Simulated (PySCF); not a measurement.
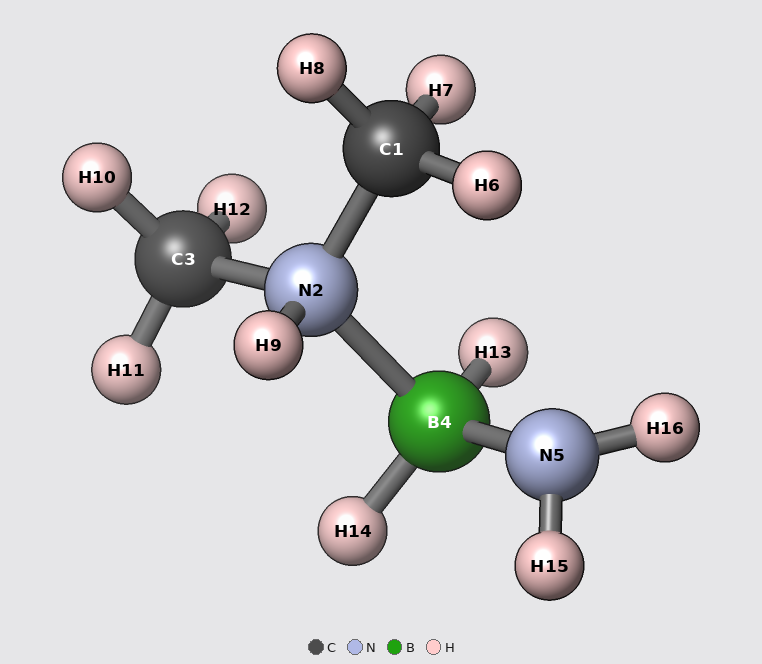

The geometry was computed by an optimisation with PBE0-D3(BJ)/def2-SVP. No frequency run is at hand to confirm it as a minimum. Method: B3LYP/6-31G* indirect spin-spin coupling, non-relativistic, gas phase (PySCF 2.14.0). Isotopes: 11B, 13C, 1H, 15N.

Give the spin–spin coupling constants of these pairs, with the number of bonds between them: N2/H9, N2/B4, B4/N5, B4/H14, N5/H16, N2/H13, N2/H8, C3/B4, B4/H9, B4/H11, B4/H6, B4/H8, B4/H12.

```json
{"pair": "N2, H9", "bonds apart": "1", "J (Hz)": "−72.7"}
{"pair": "N2, B4", "bonds apart": "1", "J (Hz)": "−5.7"}
{"pair": "B4, N5", "bonds apart": "1", "J (Hz)": "−28.5"}
{"pair": "B4, H14", "bonds apart": "1", "J (Hz)": "123.9"}
{"pair": "N5, H16", "bonds apart": "1", "J (Hz)": "−69.7"}
{"pair": "N2, H13", "bonds apart": "2", "J (Hz)": "−2.5"}
{"pair": "N2, H8", "bonds apart": "2", "J (Hz)": "0.6"}
{"pair": "C3, B4", "bonds apart": "2", "J (Hz)": "0.6"}
{"pair": "B4, H9", "bonds apart": "2", "J (Hz)": "−2.3"}
{"pair": "B4, H11", "bonds apart": "3", "J (Hz)": "1.2"}
{"pair": "B4, H6", "bonds apart": "3", "J (Hz)": "0.9"}
{"pair": "B4, H8", "bonds apart": "3", "J (Hz)": "3.2"}
{"pair": "B4, H12", "bonds apart": "3", "J (Hz)": "1.5"}
```
